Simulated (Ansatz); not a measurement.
**Scan of one atom of the cell for MoSi2 (MoSi2 type, space group I4/mmm)**

MoSi$_{2}$ (MoSi2 type, space group I4/mmm)

```
MoSi2
1.0
   -1.60108     1.60108     3.90975
    1.60108    -1.60108     3.90975
    1.60108     1.60108    -3.90975
Mo Si
1 2
Direct
  0.00000   0.00000   0.00000
  0.33530   0.33530   0.00000
  0.66470   0.66470   0.00000
```

Scan: atom 2 (Si, nearest neighbour Si at 2.576 Å; its periodic images, 3.2 Å or more away, move with it) is displaced along Cartesian [111], direction (0.577, 0.577, 0.577) in Cartesian axes, by s. The other atoms stay.

All values below come from r2SCAN (plane waves to 500 eV, PAW, scalar-relativistic; Ansatz, an electronic-structure program). k mesh 12×12×12 (Γ-centred), Fermi-Dirac smearing 0.05 eV. E stands for the smeared free energy. Left out: 1 of 11 points, with atoms too close for the PAW data. With partly filled bands, energies and forces of such displacements shift with the k mesh and the smearing. F∥ is the force on the atom along that direction. MoSi2 is run without spin polarisation. MoSi2 was relaxed with its symmetry unable to fall. The PAW data are Ansatz's earlier set. The zero of ΔE is the undisplaced structure.

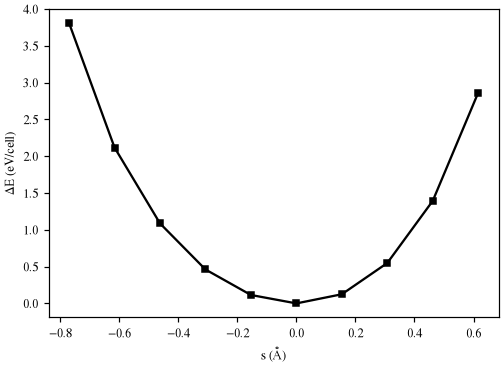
Fig. 1. ΔE (eV/cell) against s (Å); computed points joined by lines.

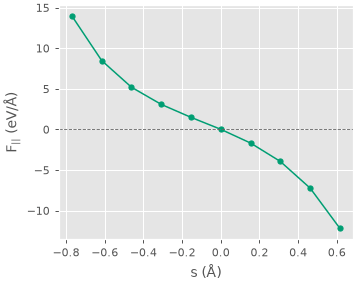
*F∥ (eV/Å) against s (Å); markers are the computed points, lines only join them.*

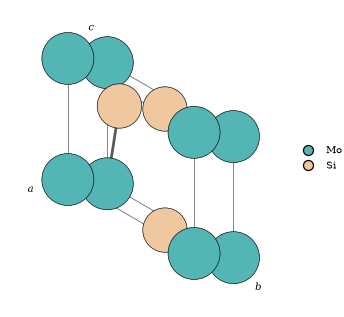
Fig. 1. The cell of the calculation at s = -0.770 Å.

The force along the line at s = -0.770 Å is 14.0 eV/Å, the energy at s = 0.616 Å is 2864 meV/cell and the force constant k = d²E/ds² at s = 0 (finite differences) comes out as 9.90 eV/Å². Shape of the curve: a single well with its minimum at or next to zero displacement. Harmonic estimate at the end of the scan: ½ks² = 1878 meV/cell against the computed 2864 meV/cell, so the well is stiffer than harmonic there.

The forces along the line at the two nearest points give (1.478 − (-1.687)) / (2·0.154) = 10.28 eV/Å²; the next pair corrects for the finite step.

(A displaced cell: forces are minus the slopes of the energy, force constants its curvatures, and phonons follow from these.)
